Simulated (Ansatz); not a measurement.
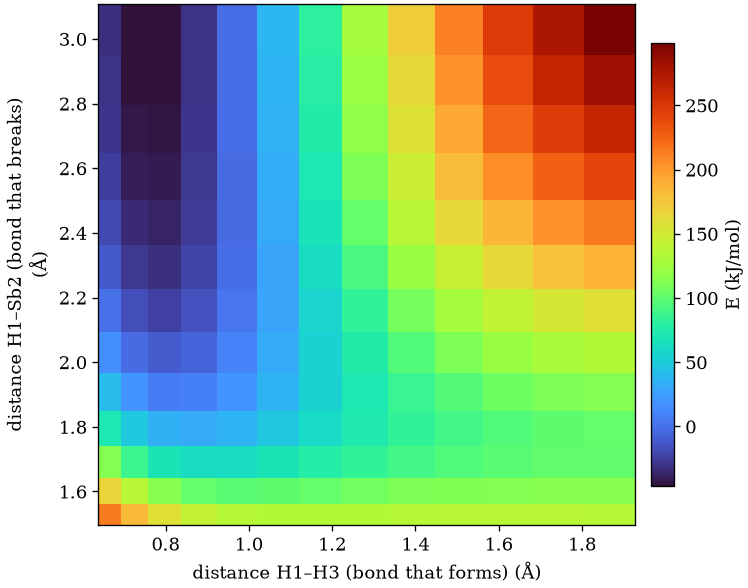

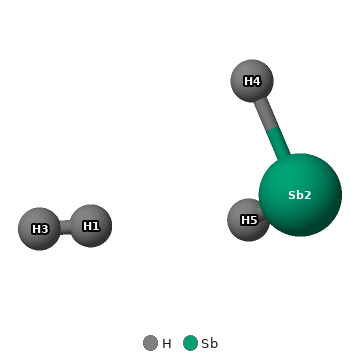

Energy landscape of the reacting system H₄Sb (fragments H₃Sb + H where the first distance is long, H₂ + H₂Sb where the second is long), spin multiplicity 2. 
- Coordinates scanned: (1) distance H1–H3 (bond that forms); (2) distance H1–Sb2 (bond that breaks).
- Relaxed at each point: all other coordinates.
- Grid: 13 × 13 points.
- Points are written as (first, second).
- All energies are given in kJ/mol relative to a guessed transition structure relaxed with its forming and breaking bonds held.
- These are results of UKS PBE-D4/def2-TZVP (Ansatz), not measurements.

In the figure: one coloured cell a grid point. The second picture is the structure at the lowest point.

Where are the wells?

The lowest grid point is at (0.720 Å, 3.030 Å), −46 kJ/mol from a guessed transition structure relaxed with its forming and breaking bonds held. It lies in a valley that leaves the map towards separated partners. The highest grid point, (1.866 Å, 3.030 Å), lies 345 kJ/mol above the lowest.

Grid values (kJ/mol):

| second ↓, first → | 0.666 | 0.720 | 0.794 | 0.878 | 0.970 | 1.068 | 1.171 | 1.278 | 1.389 | 1.504 | 1.621 | 1.742 | 1.866 |
| --- | --- | --- | --- | --- | --- | --- | --- | --- | --- | --- | --- | --- | --- |
| 3.030 | −33 | −46 | −46 | −30 | −1 | 38 | 81 | 126 | 171 | 212 | 248 | 277 | 298 |
| 2.875 | −31 | −45 | −45 | −30 | −1 | 36 | 79 | 122 | 165 | 204 | 237 | 263 | 283 |
| 2.724 | −29 | −43 | −44 | −30 | −2 | 35 | 75 | 117 | 157 | 193 | 223 | 247 | 264 |
| 2.577 | −25 | −40 | −42 | −29 | −2 | 33 | 71 | 111 | 147 | 180 | 206 | 227 | 241 |
| 2.434 | −20 | −35 | −38 | −26 | −2 | 31 | 67 | 102 | 136 | 164 | 187 | 203 | 215 |
| 2.295 | −12 | −28 | −32 | −22 | −1 | 29 | 61 | 93 | 122 | 146 | 164 | 178 | 187 |
| 2.161 | 0 | −18 | −24 | −16 | 3 | 29 | 57 | 84 | 108 | 127 | 142 | 152 | 159 |
| 2.032 | 17 | −2 | −11 | −6 | 9 | 31 | 54 | 76 | 95 | 110 | 121 | 129 | 134 |
| 1.910 | 40 | 19 | 8 | 8 | 20 | 36 | 54 | 71 | 86 | 97 | 105 | 110 | 114 |
| 1.795 | 72 | 49 | 34 | 30 | 37 | 48 | 61 | 73 | 83 | 91 | 96 | 100 | 102 |
| 1.690 | 114 | 88 | 69 | 62 | 63 | 69 | 77 | 84 | 91 | 95 | 99 | 101 | 102 |
| 1.597 | 165 | 137 | 115 | 102 | 99 | 100 | 103 | 107 | 110 | 112 | 114 | 114 | 115 |
| 1.530 | 214 | 184 | 158 | 143 | 135 | 133 | 133 | 134 | 135 | 136 | 136 | 136 | 135 |

Each point was launched as `ansatz run input.yaml --threads 1 --pin off --max-ram 2560MiB --backend cpu --events-out ev --progress --plain --runs-dir out`. The whole map (169 points run) took 21 min on 1 thread of Arm Neoverse V1 (shared host).
